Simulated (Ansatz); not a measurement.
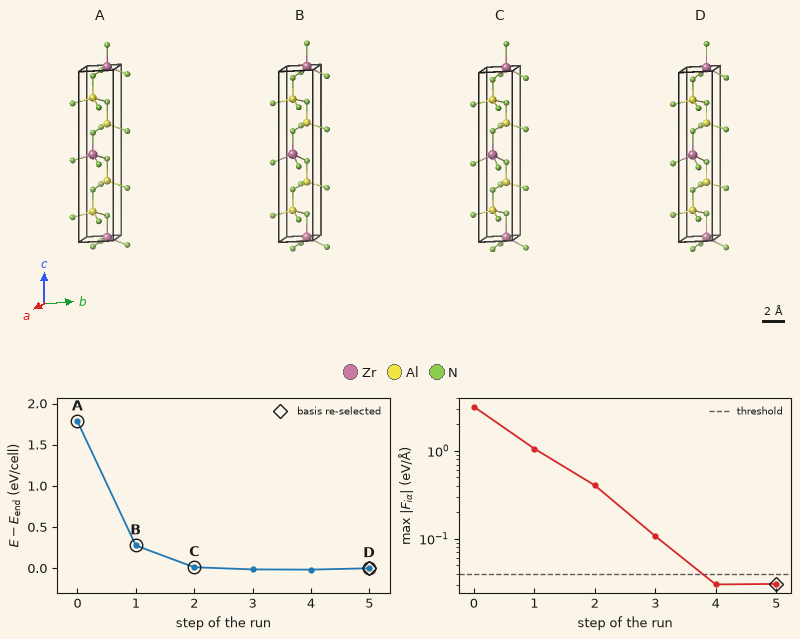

Frames of a relaxation of a crystal of ZrAl₂N₃ (a generated structure, set up in P6_3mc) (coarse preliminary run), marked on the history of the run. The picture is a ball-and-stick view of the cell of the calculation, seen slightly off an axis.

The calculation used DFT PBE, scalar-relativistic, plane waves, PAW in Ansatz 0.2.0. (plane-wave cutoff 420 eV; k-point mesh 6 × 6 × 1; occupations gaussian; smearing width 0.1 eV; no spin polarisation; cell and atoms relaxed; force threshold 0.04 eV/Å; at most 70 steps)

> What happens along the run?

After 4 accepted moves (5 points after the start) the energy has fallen by 1.782 eV per cell of the calculation. The largest force component goes from 3.2 to 0.031 eV/Å. Pressure: −4.53 GPa at the start and −0.17 GPa at the end. At 1 point the geometry stayed and the basis and grid were re-selected for the new cell (energy shift of 16.5 meV per cell of the calculation at most each time). The largest moves relative to the cell, 0.25 Å, are those of N atoms. Largest moves by element: N 0.25 Å, Al 0.13 Å, Zr 0.02 Å. Cell: a = b 3.362 → 3.266 Å (−2.9 %), c 16.140 → 16.033 Å (−0.7 %). Volume −6.3 %. Near-neighbour distances that change, for instance: N–Zr 2.071 → 2.254 Å, Al–N 2.071 → 1.924 Å, Zr–Zr 3.362 → 3.266 Å, Al–N 2.037 → 1.950 Å. Among the angles between lasting bonds that change: N–Zr–N 111.2° → 103.2°, Zr–N–Zr 111.2° → 103.2°, Zr–N–Al 107.7° → 115.2°. The space group stays P6_3mc (No. 186). From step 0 to 1: N atoms move most (0.20 Å), volume −2.1 %, energy −1.506 eV per cell of the calculation. From step 1 to 2: N atoms move most (0.08 Å), volume −5.8 %, energy −0.264 eV per cell of the calculation. From step 2 to 5: N atoms move most (0.02 Å), volume +1.6 %, energy −12.5 meV per cell of the calculation.

```
step  E − E(0), meV/atom  largest force component, eV/Å  pressure, GPa  volume, Å³/atom                      note
   0                0.00                         3.1906          -4.53           13.168                          
   1             -125.47                         1.0626          -6.61           12.885                          
   2             -147.47                         0.4063           2.79           12.143                          
   3             -149.66                         0.1074          -0.38           12.381                          
   4             -149.88                         0.0302           0.02           12.344                          
   5             -148.51                         0.0306          -0.17           12.344  same geometry, new basis
```
